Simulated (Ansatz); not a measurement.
Breaking the Br1–Br2 bond in Br2 (multiplicity 1 held). Energies count from the point at 2.316 Å.


Unrestricted levels (U-) break spin symmetry where that is lower. Active spaces are followed from rest. Curves can end on different states.

Correlated levels freeze the cores. Filled d and f shells under p-block atoms count as core.

Run with Ansatz (Gaussian basis) for Hartree–Fock, density functionals and correlated methods. Values without a source in brackets are computed.

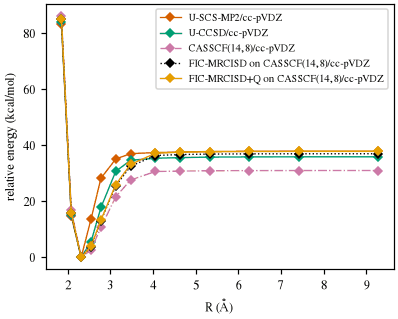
Figure. Relative energy along the coordinate

### Question
Read off the U-SCS-MP2/cc-pVDZ curve at R = 2.547.

### Answer
about 14 kcal/mol

Doubts at one or more of the structures used: a spin-contaminated determinant (U-SCS-MP2/cc-pVDZ, U-CCSD/cc-pVDZ); T1 above 0.05 (U-CCSD/cc-pVDZ); the program's own flag: other amplitudes (U-CCSD/cc-pVDZ).

Ansatz is a program for electronic structure.
